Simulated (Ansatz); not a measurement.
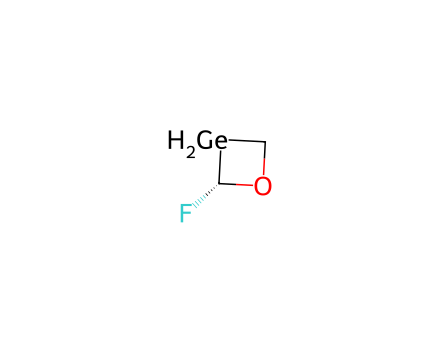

Skeletal drawing of a molecule.

> Write the SMILES.

F[C@H]1O[CH2][GeH2]1

> Give the formula, hydrogens included.

C2H5FGeO.

> An optimisation with PBE0-D4/def2-TZVP gave a structure of which point group?

C1.

The parts below concern this one geometry. Atoms keep their numbers from picture to picture. Computed geometry: PBE0-D4/def2-TZVP optimisation. No frequency run is at hand to confirm it as a minimum.

**Shape**

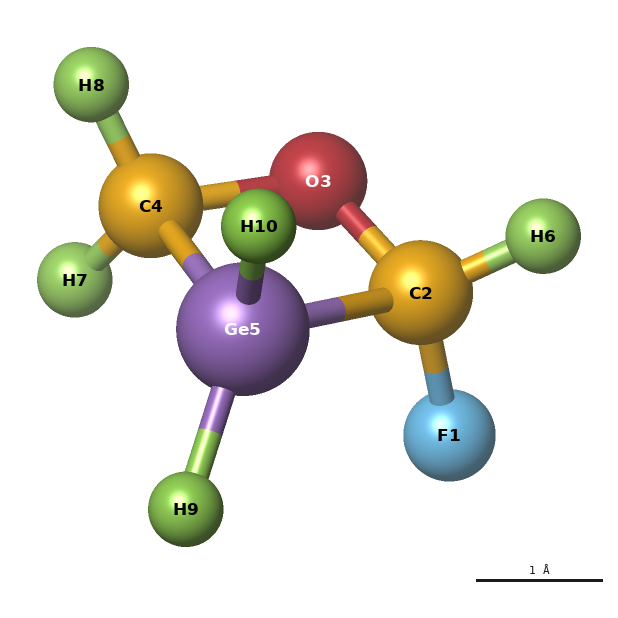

The atoms are numbered. No frequency run is at hand to confirm it as a minimum.

Estimate the angles F1–C2–O3, F1–C2–Ge5, F1–C2–H6, C2–Ge5–C4, C2–Ge5–H9, C2–Ge5–H10, O3–C2–Ge5, O3–C2–H6, C4–Ge5–H10, Ge5–C2–H6, Ge5–C4–H7, Ge5–C4–H8.

```
     angle  degrees
  F1–C2–O3    110.7
 F1–C2–Ge5    111.9
  F1–C2–H6    106.6
 C2–Ge5–C4     69.3
 C2–Ge5–H9    118.8
C2–Ge5–H10    116.4
 O3–C2–Ge5     91.1
  O3–C2–H6    110.4
C4–Ge5–H10    115.2
 Ge5–C2–H6    124.9
 Ge5–C4–H7    115.8
 Ge5–C4–H8    118.2
```

**Levels of theory compared**

No frequency run is at hand to confirm it as a minimum. Program: Ansatz 0.2.0.

At this fixed geometry, give HOMO energy (eV) at these levels: B3LYP-D4/def2-TZVPP; PBE-D4/def2-TZVPP; PBE0-D4/def2-TZVPP; r2SCAN-D4/def2-TZVPP; ωB97M-V/def2-TZVPP; ωB97X-V/def2-TZVPP.

| level | HOMO energy (eV) |
| --- | --- |
| B3LYP-D4/def2-TZVPP | −7.72 |
| PBE-D4/def2-TZVPP | −6.54 |
| PBE0-D4/def2-TZVPP | −7.91 |
| r2SCAN-D4/def2-TZVPP | −6.82 |
| ωB97M-V/def2-TZVPP | −10.15 |
| ωB97X-V/def2-TZVPP | −10.26 |

**Dipole moment**

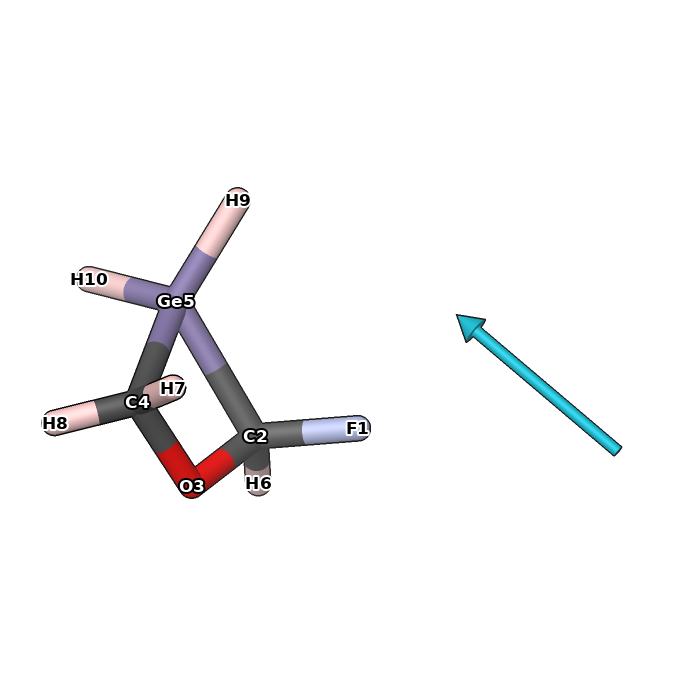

The arrow beside the molecule shows the direction of the dipole moment, from the negative to the positive end (its length means nothing). No frequency run is at hand to confirm it as a minimum. Level of theory: RKS PBE-D4/def2-TZVPP (Ansatz 0.2.0).

> Estimate the dipole moment.

2.14 D; it points from the side of F1 to the side of H10 (the outermost atoms at the two ends).

**Charges**

The questions are on Mulliken charges. No frequency run is at hand to confirm it as a minimum. Level of theory: RKS r2SCAN-D4/def2-TZVPP (Ansatz 0.2.0).

> Which atom carries the highest charge (most positive or least negative)?

C2, Ge5 (0.17 e).

> And the lowest?

O3 (−0.26 e).

Give the Mulliken charges atom by atom.

| atom | value (e) |
| --- | --- |
| F1 | −0.22 |
| C2 | 0.17 |
| O3 | −0.26 |
| C4 | −0.07 |
| Ge5 | 0.17 |
| H6 | 0.06 |
| H7 | 0.08 |
| H8 | 0.08 |
| H9 | −0.01 |
| H10 | −0.01 |

Mulliken values depend strongly on the basis set and can even reverse the polarity of a bond.
